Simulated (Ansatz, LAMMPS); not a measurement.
# Amorphous 29Ga2O3-71GeO2 (mol %) (86 atoms): where an added charge goes: runs compared

Aim: add and remove one electron in amorphous 29Ga2O3-71GeO2 (mol %) (86 atoms), with atoms held and relaxed, and read trapping energy and localisation.

Computed with Ansatz 0.2.0: Kohn-Sham DFT, PBE, PAW (set soft_1), plane waves.

### 1. The cell as built

The cell holds 86 atoms: 14 Ga, 17 Ge and 55 O. Its edges and angles: a = 10.123 Å, b = 10.123 Å, c = 10.123 Å, α = 90.0°, β = 90.0°, γ = 90.0°. 86 atoms (14 Fe, 17 Ge, 55 O) placed at random at 4.72 g/cm³, melted at 5000 K for 10 ps at fixed volume with the Morse and Coulomb pair potential with partial charges (Pedone, Malavasi, Menziani, Cormack and Segre, J. Phys. Chem. B 110, 11780 (2006)). Quenched from 5000 K to 300 K at 100 K/ps and fixed volume, held 5 ps, then minimised at fixed cell. Then Fe was replaced by Ga and the cell scaled by 1.006 (the potential has no terms for the new elements, so the cell is a start for a DFT relaxation).

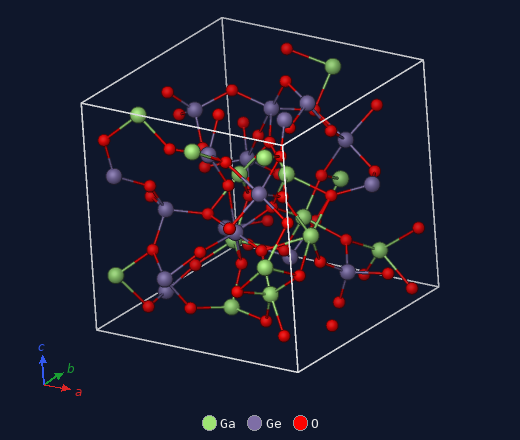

The cell as built. Bonds to atoms that aren't drawn are left out. Some periodic images of atoms are drawn too.

What the set-up can't give: The quench rate of 100 K/ps is many orders above laboratory rates, so the cell is likely richer in defects and strain than a real sample. The network of bonds at the start is that of the classical potential that made the cell, and needn't be the one that DFT or experiment would give. The Brillouin zone is sampled at Γ only, in a cell whose shortest periodic width is 10 Å.

### 2. The reference run

The reference is a single point at the end of the relaxation.

The charged cells start from the geometry of this run, on a uniform background, with spin and a narrow Fermi–Dirac smearing.

Its input, with most atom lines left out:

```yaml
crystal:
  lattice:
    - [10.12338, 0.0, 0.0]
    - [0.0, 10.12338, 0.0]
    - [0.0, 0.0, 10.12338]
  atoms:
    - { symbol: Ga, position: [0.73131, 0.1866, 0.20887] }
    - { symbol: Ga, position: [0.2397, 0.10275, 0.98175] }
    - { symbol: Ga, position: [0.56164, 0.01043, 0.39819] }
    - { symbol: Ga, position: [0.50635, 0.00762, 0.87759] }
    - { symbol: Ga, position: [0.7102, 0.87663, 0.12448] }
    - { symbol: Ga, position: [0.87037, 0.02032, 0.44099] }
    - { symbol: Ga, position: [0.31158, 0.55746, 0.20424] }
    [... atom lines 8 to 86 left out ...]
kpoints:
  mp_grid: { grid: [1, 1, 1] }
hamiltonian:
  xc: pbe
  pseudopotentials: { kind: paw, azcp: { folder: soft_1 } }
scf:
  occupations: { method: fermi_dirac, width: 0.025 }
output:
  forces: true
  stress: true
  populations: true
  dos:
    method: { smearing: { sigma: 0.15 } }
    de: 0.1
    projected: { site_lists: { Ga: [Ga], Ge: [Ge], O: [O] } }
  eigenvalues: true
  write_density: true
  write_potential: true
  volumetric_format: npy
```

```
free energy per atom   : -1827.6949 eV/atom
r.m.s. force component : 0.01172 eV/Å
pressure               : 0.5009 GPa
```

Filled and empty levels are parted by 1.49 eV (at Γ alone); a semilocal functional tends to put such gaps too low. In a disordered cell it changes from sample to sample, and tail or defect levels can set it.

### 3. The runs

Each row is one run, on 4 threads of Intel Xeon Platinum 8488C (Sapphire Rapids), shared host. The free energy is the program's total, comparable only between runs with the same functional, potentials and atoms; between charge states it hangs on the program's zero of potential.

| run | atoms | outcome | ionic steps, all passes | free energy (eV) | time | host memory (GiB) |
| --- | --- | --- | --- | --- | --- | --- |
| Single point at the start | 86 | converged | - | -157175.421 | 13 s | 1.7 |
| Relaxation | 86 | converged | 23 | -157181.764 | 2.7 min | 1.7 |
| Single point at the relaxed geometry | 86 | converged | - | -157181.764 | 17 s | 1.7 |
| An extra electron, atoms held | 86 | converged | - | -157173.931 | 39 s | 2.7 |
| An extra electron, atoms relaxed | 86 | converged | 3 | -157173.946 | 63 s | 2.7 |
| An extra electron, levels at the relaxed geometry | 86 | converged | - | -157173.946 | 39 s | 2.7 |
| Neutral at the geometry of the electron | 86 | converged | - | -157181.752 | 16 s | 1.7 |
| An extra hole, atoms held | 86 | converged | - | -157187.955 | 55 s | 2.8 |
| An extra hole, atoms relaxed | 86 | converged | 7 | -157188.115 | 2.6 min | 2.7 |
| An extra hole, levels at the relaxed geometry | 86 | converged | - | -157188.115 | 37 s | 2.7 |
| Neutral at the geometry of the hole | 86 | converged | - | -157181.456 | 18 s | 1.7 |

Local excerpt of 10 atoms (numbers count through the whole input) about O45, which holds the most spin of the extra hole after relaxation; x, y, z are measured from there.

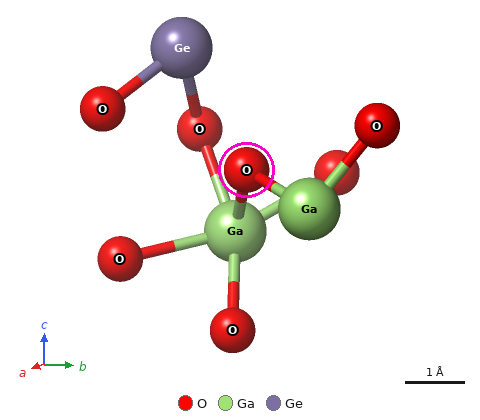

The atoms of the table, within 2.9 Å (arrows a, b, c point along x, y, z); some may hide others; the central atom is ringed.

| atom | x | y | z | distance (Å) | Löwdin charge (e) | moment (μB) |
| --- | --- | --- | --- | --- | --- | --- |
| O45 | 0.00 | 0.00 | 0.00 | 0.00 | -0.59 | 0.29 |
| Ga13 | 1.03 | 1.46 | -0.50 | 1.86 | 1.08 | 0.00 |
| Ga2 | -1.38 | -0.65 | -1.25 | 1.97 | 1.06 | 0.00 |
| Ge24 | -0.93 | -1.47 | 1.95 | 2.61 | 1.43 | 0.00 |
| O62 | -2.52 | 0.82 | -0.31 | 2.67 | -0.63 | 0.08 |
| O35 | 0.26 | -2.51 | 0.99 | 2.71 | -0.60 | 0.17 |
| O42 | -2.20 | -1.55 | 0.39 | 2.72 | -0.66 | 0.00 |
| O32 | -0.10 | -0.28 | -2.80 | 2.81 | -0.64 | 0.00 |
| O82 | 0.77 | 2.61 | 0.96 | 2.88 | -0.66 | 0.01 |
| O39 | -0.31 | -2.38 | -1.67 | 2.92 | -0.65 | 0.00 |

### 4. Energies and spread of the extra charge

Energies are differences within one cell and functional; the shift is the gain plus the neutral cell's energy at the new geometry, that is how much cheaper the vertical process becomes there. The spread is the participation number of the site moments (1/Σw², over the spin inside atomic spheres), with the atom that holds the largest share and the spin that the spheres hold in all.

| carrier | charged less neutral, atoms held (eV) | gain on relaxing (eV) | neutral cell at that geometry, less the reference (eV) | shift of the vertical energy (eV) | spread, atoms held | spread, relaxed |
| --- | --- | --- | --- | --- | --- | --- |
| electron | 7.833 | 0.015 | 0.012 | 0.027 | 74; Ge31 3 % of 0.19 μB | 73; Ge31 3 % of 0.21 μB |
| hole | -6.191 | 0.160 | 0.308 | 0.468 | 16; O45 15 % of 0.87 μB | 6; O45 33 % of 0.88 μB |

### 5. What came out

The extra electron gains 0.015 eV as the atoms relax, and its spin stays on about 73 atoms: it stays spread out at this level. The cell with the electron keeps a moment of only 0.47 μB where one unpaired electron should give 1 μB: the carrier is shared between both spins, which can hide trapping. With the atoms held, the spheres hold only 0.19 of the 0.45 μB, so the spread is read from a small part of the spin. The extra hole gains 0.16 eV as the atoms relax, and its spin goes from about 16 to 6 atoms: a partial localisation as the atoms move, with the largest share on O45. The O45–O62 distance goes from 2.83 to 2.67 Å. Adding the two vertical energies gives 1.64 eV, against a gap of 1.49 eV in the neutral cell. The zero of the potential cancels in this sum; the excess isn't taken apart here: charging of a small cell, filling of bands on a coarse mesh and the attraction to the background can all enter.

**Limits.** Single energies of charged cells hang on the program's zero of potential. In the spin-polarised runs the search for a state of lower energy was switched off. No distortion was seeded, so a trapped state behind a barrier can't be found. Local and semilocal functionals favour spread-out charges, so trapping can be missed. Charged cells carry a uniform background, with no correction for images.

The DFT runs together took 10 min of wall time.

[Logs are printed without paths, hosts, clocks, repeated set-up lines and the standing remarks that a program may print on its own settings, such as how far it seeks lower states.]

[Hosts, paths, dates, database ids (printed as entryN), source tags and the programs' standing remarks are cut or masked in the printed files.]
